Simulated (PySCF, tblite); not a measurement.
**C₅H₉N₂Si radical: geometry, infrared bands and EPR parameters**

Wanted: the infrared bands and EPR parameters of C₅H₉N₂Si radical (`[SiH3]CC1=C[N]CN=C1`), by calculation.

The runs use tblite 0.8.0 and PySCF 2.14.0, with density-fitted response routines of our own; the level of theory stands in each step. All values are computed, except where a source is named. Atoms are numbered from 0 throughout.

**1. The starting structure**

17 atoms, charge 0, multiplicity 2; geometry from: force field or distance geometry start.

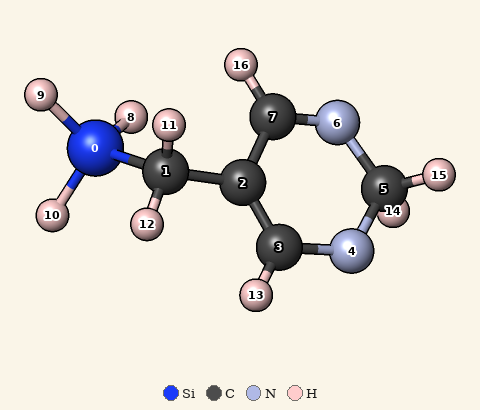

As it starts; silicon blue, carbon dark grey, nitrogen light blue, hydrogen pink, atoms numbered; sticks join atoms by distance.

**2. Relaxing the molecule with GFN2-xTB**

What the job is given:

```
{"job": {"kind": "relax", "xc": "GFN2-xTB", "basis": "xTB"}, "charge": 0, "multiplicity": 2}
Si    -2.494300     0.405400     0.192800
C     -1.284700    -0.995000     0.202500
C      0.128700    -0.475200     0.202600
C      0.975600    -0.750100    -0.772200
N      2.281500    -0.199100    -0.662600
C      2.691000     0.664600     0.431100
N      1.655100     0.888000     1.399600
C      0.480000     0.397400     1.345300
H     -1.897100     1.648400     0.697700
H     -3.658800    -0.037800     0.998700
H     -2.984600     0.691600    -1.170300
H     -1.433500    -1.630700     1.108300
H     -1.463400    -1.594900    -0.710300
H      0.697300    -1.402900    -1.606400
H      2.987200     1.633000    -0.061400
H      3.556200     0.154100     0.924500
H     -0.243000     0.615400     2.119500
```

On the command line:

```bash
$ OMP_NUM_THREADS=1 python probes_run.py task.json out
```

The driver reads the jobs from task.json and runs them one after another.

**Question.** This job is followed by: GFN2-xTB harmonic vibrations, gas phase; UKS B3LYP, pcH-1 on C H N Si, non-relativistic, mean-field spin-orbit, GIAO. What will the session give for the following? strongest single infrared mode (GFN2-xTB); zero-point energy (GFN2-xTB); g(iso) (B3LYP); ⟨S²⟩; largest a(iso) (averaged by class); surface potential, least and greatest.

The runs gave:

```
                                 quantity                      value
strongest single infrared mode (GFN2-xTB)       779 cm⁻¹, 378 km/mol
             zero-point energy (GFN2-xTB)              78.1 kcal/mol
                           g(iso) (B3LYP)                    2.00383
                                     ⟨S²⟩         0.780 (exact 0.75)
       largest a(iso) (averaged by class)  1H on H14, H15, 157.4 MHz
    surface potential, least and greatest         -1.70 V and 1.26 V
```

What this shows: The optimisation took 97 steps and gained 1.062 eV; among the close pairs (by a distance rule), C3–N4 changed most, from 1.422 to 1.287 Å. No mode is imaginary among the 45: a minimum at this level. The strongest single mode, at 779 cm⁻¹, has its largest shares on H10, H8 and H9 (the list is cut at 3 atoms). Unscaled tight-binding wavenumbers are off by several per cent, some by more. Its intensities can rank the bands wrongly. The largest share of the spin, 0.56 e, sits on C2. The isotropic g lies 1.5 ppt above the free-electron value.
